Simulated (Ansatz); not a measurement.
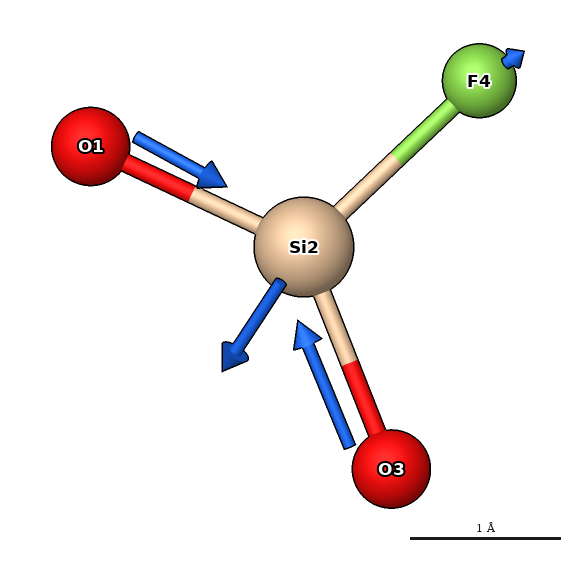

Arrows show the forces on the atoms, 0.4 Å of arrow for 1 eV/Å; forces under a tenth of the largest aren't drawn. State: charge −1, singlet. Level of theory: ωB97M-V/def2-TZVPPD (Ansatz 0.2.0).

Question: On which atom is the force largest, and how large is it?

Answer: On O3: 2.32 eV/Å.

Question: Which bond do the forces act along most?

Answer: Si2–O3, now 1.591 Å: the forces pull its atoms together, so a first step downhill shortens it.

List the force components in the frame of the picture (x right, y up, z towards the viewer), in eV/Å.

| atom | Fx | Fy | Fz |
| --- | --- | --- | --- |
| O1 | 1.54 | −0.84 | 0.43 |
| Si2 | −0.99 | −1.51 | −0.80 |
| O3 | −0.88 | 2.14 | 0.21 |
| F4 | 0.33 | 0.22 | 0.17 |
